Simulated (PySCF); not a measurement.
Al(All)(H)2, C3H7Al, SMILES C=C[CH2][AlH2] at its B3LYP/def2-SVP optimised geometry (Å):

```
11

Al    -0.9171    -0.0458     0.0000
C      1.1172    -0.0458     0.0000
C      0.8033    -0.5165    -1.3484
C      0.1139     0.1933    -2.2962
H      1.7159    -0.7253     0.6137
H      1.4349     1.0028     0.0805
H      0.9068    -1.5964    -1.5231
H      0.0092     1.2815    -2.2366
H     -0.2257    -0.2869    -3.2165
H     -1.7159    -1.3959     0.1983
H     -1.5637     1.3959     0.0000
```

Level of theory: B3LYP/def2-TZVP in PySCF 2.14.0. Cells within 0.4 Å of a nucleus heavier than hydrogen are left out (blank, or x).

Map of the electron localisation function on the plane z = 0.0 Å:

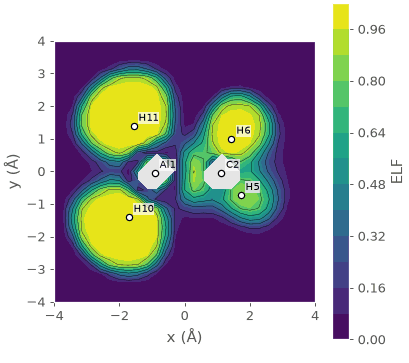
Figure: Electron localisation function on the plane z = 0.0 Å.
